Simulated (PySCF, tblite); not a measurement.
**C₄H₈BN₂O radical: geometry, infrared bands and EPR parameters**

Wanted: the infrared bands and EPR parameters of C₄H₈BN₂O radical (`CC(=O)N1B[N]CC1`), by calculation.

The runs use tblite 0.8.0 and PySCF 2.14.0, with density-fitted response routines of our own; the level of theory stands in each step. All values are computed, except where a source is named. Atoms are numbered from 0 throughout.

### 1 The molecule as given

16 atoms, charge 0, multiplicity 2; geometry from: force field or distance geometry start.

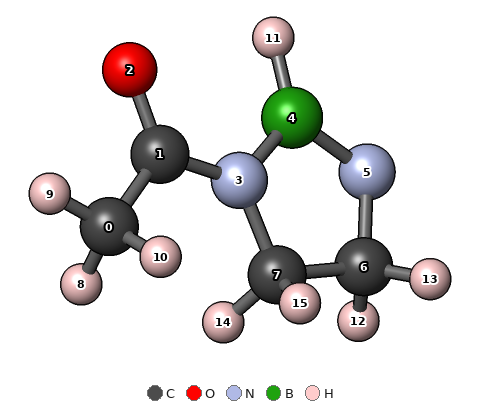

The starting geometry (carbon dark grey, oxygen red, nitrogen light blue, boron green, hydrogen pink), atoms numbered.

### 2 Optimising the geometry with GFN2-xTB

Job settings and geometry (Å):

```
{"job": {"kind": "relax", "xc": "GFN2-xTB", "basis": "xTB"}, "charge": 0, "multiplicity": 2}
C      2.338700    -0.562700     0.014300
C      1.413700     0.546600     0.446400
O      1.913400     1.542300     1.048300
N      0.005600     0.474800     0.201800
B     -1.031300     1.455900     0.647000
N     -2.431500     0.991600     0.302100
C     -2.193500    -0.231600    -0.473900
C     -0.694200    -0.633300    -0.402100
H      2.032700    -1.514800     0.500500
H      3.376500    -0.335500     0.301200
H      2.269600    -0.674900    -1.089000
H     -0.800900     2.422700     1.276500
H     -2.835300    -1.050000    -0.056700
H     -2.485000    -0.054300    -1.529200
H     -0.580200    -1.543400     0.216500
H     -0.305700    -0.824400    -1.415100
```

The run is started by

```sh
$ OMP_NUM_THREADS=1 python probes_run.py task.json out
```

The driver reads the jobs from task.json and runs them one after another.

Standard output:

```text
step      E/eV     max force
  0    -646.29713    3.835
  1    -646.60674    3.714
  2    -646.78285    0.829
  3    -646.84472    0.757
  4    -646.89108    0.514
  5    -646.91434    0.377
  6    -646.93465    0.279
  7    -646.94586    0.272
  8    -646.95472    0.205
  9    -646.95968    0.172
 10    -646.96438    0.156
 11    -646.96845    0.151
 12    -646.97187    0.153
 13    -646.97428    0.142
 14    -646.97635    0.134
 15    -646.97876    0.134
 16    -646.98148    0.130
 17    -646.98374    0.107
 18    -646.98517    0.096
 19    -646.98617    0.110
 20    -646.98715    0.111
 21    -646.98803    0.085
 22    -646.98866    0.058
 23    -646.98915    0.061
 24    -646.98972    0.076
 25    -646.99051    0.078
 26    -646.99128    0.068
 27    -646.99172    0.044
 28    -646.99188    0.033
 29    -646.99196    0.023
 30    -646.99205    0.025
 31    -646.99214    0.023
 32    -646.99220    0.020
 33    -646.99225    0.017
 34    -646.99231    0.019
 35    -646.99236    0.023
 36    -646.99242    0.017
 37    -646.99247    0.017
 38    -646.99254    0.021
 39    -646.99263    0.026
 40    -646.99272    0.029
 41    -646.99281    0.027
 42    -646.99291    0.029
 43    -646.99306    0.034
 44    -646.99325    0.038
 45    -646.99342    0.030
 46    -646.99354    0.020
 47    -646.99362    0.023
 48    -646.99368    0.021
 49    -646.99375    0.022
 50    -646.99382    0.020
 51    -646.99389    0.019
 52    -646.99397    0.023
 53    -646.99405    0.023
 54    -646.99411    0.018
 55    -646.99416    0.013
 56    -646.99420    0.016
 57    -646.99423    0.015
 58    -646.99425    0.009
```

It took 0.31 s on 1 thread of Arm Neoverse V2, shared host.

Relaxation path: (not every step is listed)

```
step  energy from step 0 (eV)  largest force (eV/Å)
   0                   0.0000                3.8348
   1                  -0.3096                3.7140
   2                  -0.4857                0.8291
   3                  -0.5476                0.7571
   4                  -0.5939                0.5136
   5                  -0.6172                0.3766
   6                  -0.6375                0.2790
   7                  -0.6487                0.2720
   8                  -0.6576                0.2050
  12                  -0.6747                0.1529
  16                  -0.6843                0.1296
  20                  -0.6900                0.1111
  24                  -0.6926                0.0759
  28                  -0.6947                0.0328
  32                  -0.6951                0.0201
  36                  -0.6953                0.0172
  40                  -0.6956                0.0287
  44                  -0.6961                0.0385
  48                  -0.6966                0.0205
  52                  -0.6968                0.0228
  53                  -0.6969                0.0230
  54                  -0.6970                0.0175
  55                  -0.6970                0.0135
  56                  -0.6971                0.0159
  57                  -0.6971                0.0147
  58                  -0.6971                0.0089
```

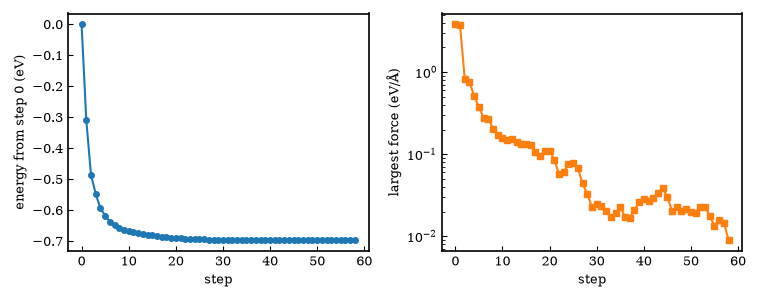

Energy and largest force along the relaxation.

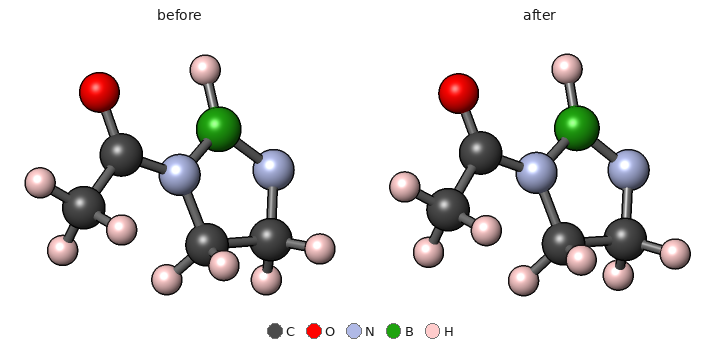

Before and after, at one scale.

Close pairs (by a distance rule), those that changed most:

```
  bond  before (Å)  after (Å)  change (Å)
 B4–N5       1.515      1.397      -0.118
 N5–C6       1.468      1.403      -0.065
 C1–N3       1.431      1.372      -0.059
 C1–O2       1.266      1.210      -0.056
 N3–B4       1.495      1.457      -0.038
 C0–H8       1.112      1.088      -0.024
C0–H10       1.111      1.088      -0.023
C6–H12       1.121      1.099      -0.022
```

The end geometry stands in the next job.

### 3 Harmonic vibrations with GFN2-xTB

Job settings and geometry (Å):

```
{"job": {"kind": "ir", "xc": "GFN2-xTB", "basis": "xTB"}, "charge": 0, "multiplicity": 2}
C      2.195038    -0.575178     0.003166
C      1.352162     0.574761     0.515525
O      1.837205     1.513450     1.105436
N      0.004767     0.492348     0.271717
B     -1.008692     1.468600     0.649462
N     -2.240842     0.981911     0.205821
C     -2.106504    -0.252102    -0.448717
C     -0.605234    -0.623204    -0.422230
H      1.882303    -1.513912     0.456281
H      3.232624    -0.382228     0.261686
H      2.106582    -0.662779    -1.077949
H     -0.804839     2.459614     1.210930
H     -2.725622    -1.009393     0.051647
H     -2.490522    -0.172891    -1.475391
H     -0.435460    -1.561992     0.115469
H     -0.200565    -0.728062    -1.434264
```

Standard output:

```text
mode    cm-1     km/mol
  1      75.1      0.15
  2     101.9      0.08
  3     183.7      1.17
  4     199.3      9.26
  5     224.5      2.00
  6     335.1      8.76
  7     379.1      0.14
  8     504.7      6.04
  9     562.8      6.35
 10     592.8     58.60
 11     647.1     18.96
 12     728.2     94.09
 13     783.2      1.53
 14     819.9     15.25
 15     894.9     13.81
 16     973.4     15.85
 17     990.0      7.18
 18     990.5      2.39
 19     998.7     17.63
 20    1065.9     13.88
 21    1084.0    140.81
 22    1102.1      0.08
 23    1139.0      1.52
 24    1140.1     41.24
 25    1229.9      3.62
 26    1249.1      3.54
 27    1265.8     75.21
 28    1316.8    272.46
 29    1369.6     24.59
 30    1414.5     23.24
 31    1444.0      4.96
 32    1457.9     14.00
 33    1471.0     11.00
 34    1715.6    412.95
 35    2767.7     83.52
 36    2845.2      7.91
 37    2890.1     17.10
 38    2908.9     26.39
 39    2934.1     20.90
 40    3020.2     16.37
 41    3024.4      7.80
 42    3061.7      6.15
```

Wall time 0.44 s (1 thread of Arm Neoverse V2, shared host).

Which atoms move in the most intense modes:

```
cm⁻¹  km/mol                                 atoms
 593    58.6    N5 21 %, C0 18 %, O2 16 %, C1 14 %
 728    94.1                     H11 63 %, B4 32 %
1084   140.8   B4 32 %, N5 23 %, C6 14 %, H11 10 %
1140    41.2            N3 35 %, C7 16 %, H12 10 %
1266    75.2  H14 23 %, H15 23 %, N3 15 %, C1 13 %
1317   272.5                      N3 39 %, C1 27 %
1716   412.9                      C1 62 %, O2 36 %
2768    83.5                              H11 91 %
```

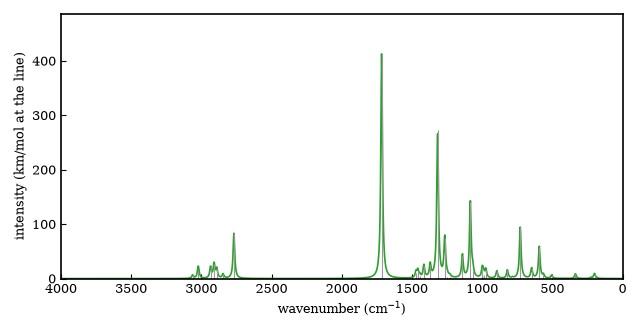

The infrared spectrum from these modes, unscaled. Lines are broadened to a width of 14 cm⁻¹ (Lorentzian).

### 4 EPR parameters: B3LYP/pcH-1

Same as in step 3 but for these lines:

```diff
@@ -1,2 +1,2 @@
-{"job": {"kind": "ir", "xc": "GFN2-xTB", "basis": "xTB"}, "charge": 0, "multiplicity": 2}
+{"job": {"kind": "epr", "basis": "pcH-1"}, "charge": 0, "multiplicity": 2}
 C      2.195038    -0.575178     0.003166
```

With the program's defaults for keys left out, this is: UKS B3LYP, pcH-1 on B C H N O, non-relativistic, mean-field spin-orbit, GIAO.

Standard output:

```text
UKS, coarse grid
  cycle   1  E = -366.64678672  |g| = 6.82e-01
  cycle   2  E = -365.39376168  |g| = 1.72e+00
  cycle   3  E = -366.73384878  |g| = 4.54e-01
  cycle   4  E = -366.83912719  |g| = 9.79e-02
  cycle   5  E = -366.84250612  |g| = 6.24e-02
  cycle   6  E = -366.84409999  |g| = 2.22e-02
  cycle   7  E = -366.84433057  |g| = 9.19e-03
  cycle   8  E = -366.84437540  |g| = 2.75e-03
  cycle   9  E = -366.84438263  |g| = 1.13e-03
  cycle  10  E = -366.84438304  |g| = 4.09e-04
UKS, final grid
  cycle   1  E = -366.84437749  |g| = 4.78e-04
  cycle   2  E = -366.84437741  |g| = 6.58e-04
  cycle   3  E = -366.84437761  |g| = 1.17e-04
  cycle   4  E = -366.84437761  |g| = 3.54e-05
  cycle   5  E = -366.84437762  |g| = 2.90e-05
E = -366.84437762 Eh   <S^2> = 0.7578 (exact 0.7500)
g shifts (ppm)      1          2          3
  rmc          -210       -210       -210
  gc            -14         35         28
  oz_so           8       2267      12001
  total        -216       2092      11819
hyperfine (MHz)  atom isotope    a_iso     a_fc   dipolar eigenvalues
    0   13C      -0.75      -0.75     -0.37     -0.23      0.60
    1   13C      -8.80      -8.80     -4.25      0.97      3.28
    2   17O      -4.50      -4.50    -22.04     10.85     11.18
    3   14N       7.27       7.27     -8.33     -7.53     15.85
    4   11B     -18.15     -18.15     -5.46      0.34      5.12
    5   14N      21.11      21.11    -32.39    -32.12     64.50
    6   13C     -31.22     -31.22     -4.33      1.49      2.84
    7   13C      -8.75      -8.75     -0.97      0.31      0.66
    8    1H      -1.58      -1.58     -1.17     -0.88      2.05
    9    1H      -0.42      -0.42     -0.80     -0.48      1.29
   10    1H      -1.60      -1.60     -1.18     -0.89      2.06
   11    1H      -3.30      -3.30     -4.47     -4.32      8.78
   12    1H     149.77     149.77     -6.05     -3.27      9.32
   13    1H     154.33     154.33     -6.10     -3.33      9.42
   14    1H      30.04      30.04     -2.88     -1.36      4.24
   15    1H      28.83      28.83     -2.90     -1.37      4.26
```

Run time: 82 s. Hardware: 1 thread of Arm Neoverse V2, shared host; peak memory 0.97 GiB.

Principal g values 2.00210, 2.00441, 2.01414; g(iso) = 2.00688, against 2.00232 for a free electron.

Mean a(iso) over the nuclei that a row names, and the largest dipolar term of the row (other rows stand at the frozen geometry):

```
     nuclei  isotope  a(iso) (MHz)  a(iso) (G, at g = 2.0023)  largest dipolar term (MHz)
   H12, H13       1H         152.1                       54.3                         9.4
         C6      13C         -31.2                      -11.1                        -4.3
   H14, H15       1H          29.4                       10.5                         4.3
         N5      14N          21.1                        7.5                        64.5
         B4      11B         -18.1                       -6.5                        -5.5
         C1      13C          -8.8                       -3.1                        -4.3
         C7      13C          -8.7                       -3.1                        -1.0
         N3      14N           7.3                        2.6                        15.9
         O2      17O          -4.5                       -1.6                       -22.0
        H11       1H          -3.3                       -1.2                         8.8
H8, H9, H10       1H          -1.2                       -0.4                         2.1
         C0      13C          -0.7                       -0.3                         0.6
```

Mulliken spin populations:

C0 0.00; C1 -0.02; O2 0.07; N3 0.14; B4 0.00; N5 0.73; C6 -0.07; C7 -0.01; H8 0.00; H9 0.00; H10 0.00; H11 0.00; H12 0.06; H13 0.06; H14 0.01; H15 0.01

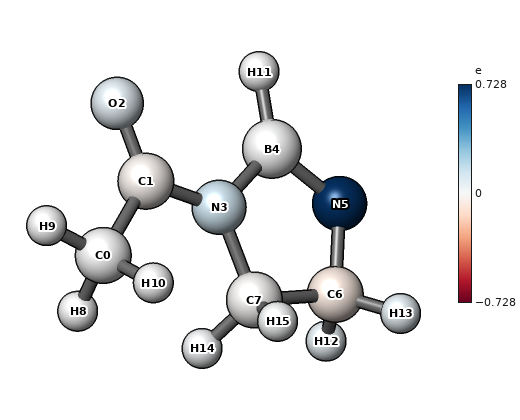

Mulliken spin populations, as colours on the atoms.

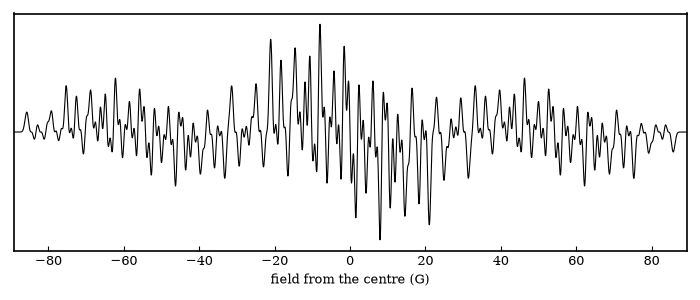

First-order isotropic spectrum (first derivative, main isotopes with spin only, couplings over 0.8 MHz, Gaussian width 0.4 G; couplings of the frozen geometry, rotation of groups not averaged beyond the rows shown).

Orbitals, density, ELF and potential are computed afterwards from the orbital file.

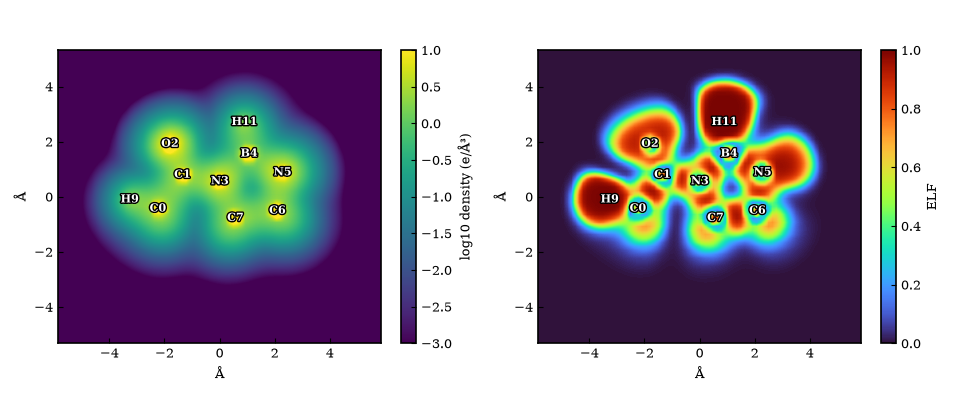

Density (left) and ELF (right) in a plane through or near 10 of the atoms.

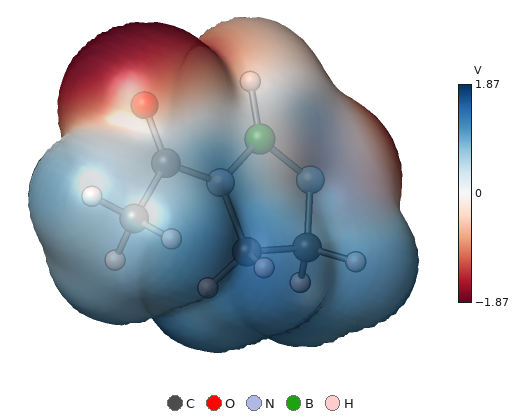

The potential that a unit positive charge feels on the 0.002 e/bohr³ surface, from -1.87 V near O2 to 1.41 V near H15.

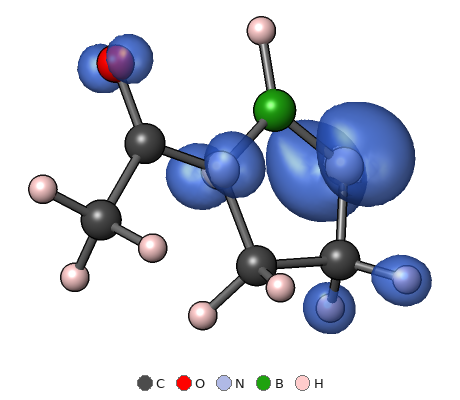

Spin density at ±0.05 e/Å³ (alpha excess blue, beta excess red).

### 5 Outcome

```
                                                                  quantity                      value
                                 strongest single infrared mode (GFN2-xTB)      1716 cm⁻¹, 413 km/mol
                                              zero-point energy (GFN2-xTB)              77.1 kcal/mol
                                                            g(iso) (B3LYP)                    2.00688
                                                                      ⟨S²⟩         0.758 (exact 0.75)
                                        largest a(iso) (averaged by class)  1H on H12, H13, 152.1 MHz
potential on the surface of density 0.002 e/bohr³, 1st and 99th percentile         -1.87 V and 1.41 V
```

Over 58 steps the energy fell by 0.697 eV; of the close pairs, B4–N5 changed most, 1.515 to 1.397 Å. No mode is imaginary among the 42: a minimum at this level. The strongest single mode, at 1716 cm⁻¹, moves mainly C1 and O2. Unscaled tight-binding wavenumbers are off by several per cent, some by more. Its intensities can rank the bands wrongly. Most of the unpaired spin sits on N5 (0.73 e). The isotropic g lies 4.6 ppt above the free-electron value. The conformer search found further structures of the same energy, which may be mirror or relabelled copies of this one.
